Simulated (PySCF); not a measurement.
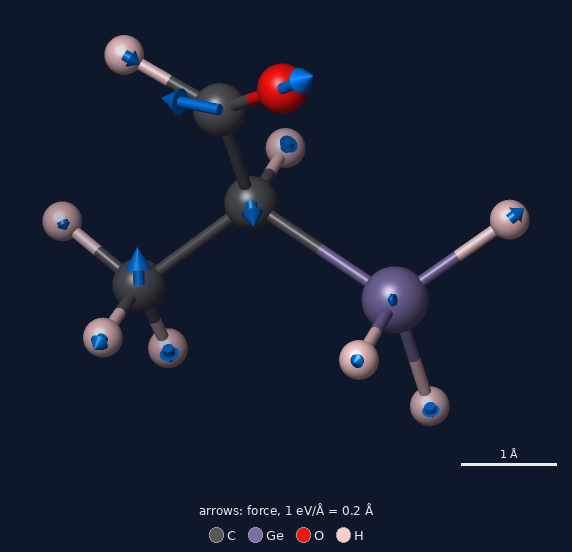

Starting geometry of C3H8GeO with the computed forces as blue arrows. A ball-and-stick model, seen at a tilt.

The start comes from GFN2-xTB. Its atoms were then displaced at random by about 0.01 Å.

Level of theory: PBE0-D3(BJ)/def2-SVP geometry optimisation, gas phase (PySCF). 

What follows when this structure is relaxed?

Answer. It isn't relaxed: the largest force vector, on a C atom, is 3.76 eV/Å. The final displacements have little in common with the starting forces (cosine between the two patterns 0.26). The largest move after the best rigid fit is that of the O atom, 0.18 Å. By element the largest moves are O 0.18 Å, H 0.12 Å, C 0.08 Å, Ge 0.05 Å. Among the contacts that change: Ge–O 2.804 → 3.016 Å, Ge–H 1.486 → 1.535 Å, C–H 1.169 → 1.124 Å, Ge–H 1.501 → 1.543 Å. Bond angles that change, for instance: Ge–C–C 103.7° → 109.9°, H–C–H 110.6° → 107.5°, C–C–H 108.5° → 111.5°. The energy falls by 5.59 kcal/mol in 12 geometry steps.
